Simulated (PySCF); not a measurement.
```yaml
atoms:
  - { symbol: Si, position_ang: [0.4940, 0.2331, 0.7848] }
  - { symbol: Si, position_ang: [-1.6045, -0.8166, 0.8081] }
  - { symbol: Si, position_ang: [1.2454, 0.6084, -1.4061] }
  - { symbol: F, position_ang: [0.3696, 1.6769, 1.5504] }
  - { symbol: H, position_ang: [1.4898, -0.5964, 1.5327] }
  - { symbol: H, position_ang: [-1.4665, -2.1514, 0.1456] }
  - { symbol: H, position_ang: [-2.0986, -1.0095, 2.2051] }
  - { symbol: H, position_ang: [-2.5923, 0.0032, 0.0426] }
  - { symbol: H, position_ang: [0.2622, 1.4617, -2.1403] }
  - { symbol: H, position_ang: [2.5823, 1.2759, -1.4134] }
  - { symbol: H, position_ang: [1.3516, -0.7137, -2.0992] }
```

Geometry: PBE0-D3(BJ)/def2-SVP.

These are results of PBE0/pcSseg-2, SCF density, gas phase, non-relativistic in PySCF, not measurements.

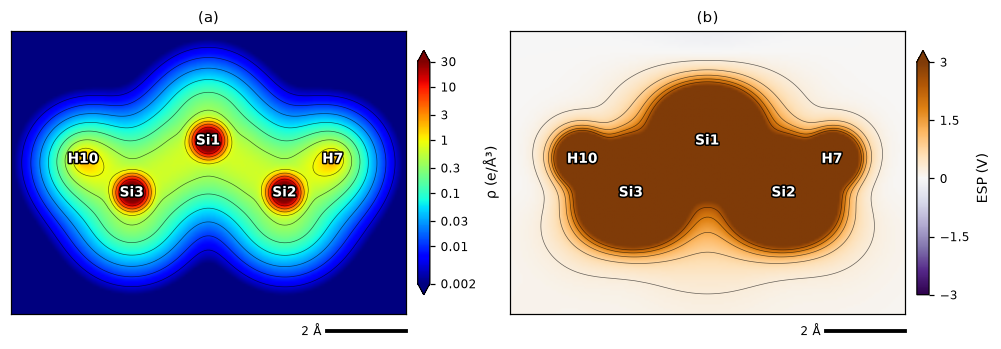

FH7Si3 (SMILES F[SiH]([SiH3])[SiH3]). (a) electron density; (b) molecular electrostatic potential on the plane of atoms Si1, Si3 and H10.

**Read the bonding off the picture.**

The plane passes through Si and H nuclei. Si–Si (2.35 Å): ρ is about 0.65 e/Å³ halfway. Si–H (1.49 Å): the density is about 0.8 e/Å³ at the midpoint. The potential has no marked negative region in this plane.
